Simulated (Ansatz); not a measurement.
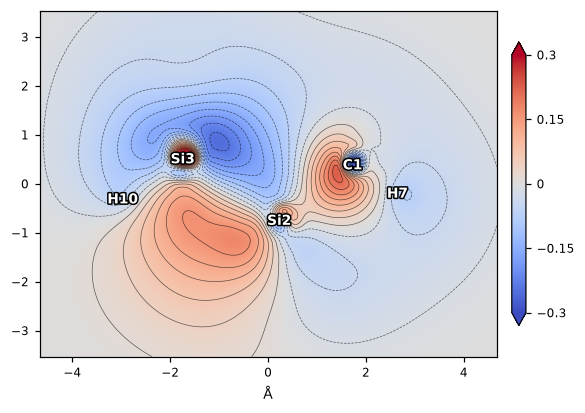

CH$_{7}$ClSi$_{2}$ (SMILES C[SiH2][SiH2]Cl). The LUMO on the plane of atoms C1, Si2 and Si3 (values in Å⁻³ᐟ²; the overall sign is arbitrary).

Geometry: PBE0-D4/def2-TZVP.

Theory: RKS PBE0-D4/def2-TZVPP in Ansatz 0.2.0.

```xyz
11

C    -0.2548    1.6755    0.2564
Si   -0.2846    0.1656   -0.8515
Si    0.5661   -1.6940    0.2846
Cl   -0.4832   -1.8920    2.0592
H     0.7682    1.9286    0.5422
H    -0.8267    1.4884    1.1677
H    -0.6911    2.5372   -0.2532
H     0.5357    0.3813   -2.0778
H    -1.6750   -0.1534   -1.2786
H     0.4107   -2.9633   -0.4709
H     2.0000   -1.5312    0.6424
```

Question: Describe this orbital and give its energy.

Answer: Its weight (Hirshfeld) is mainly on Si3 (about 40 %), Si2 (about 20 %) and Cl4 (about 15 %). Its energy is −0.46 eV.
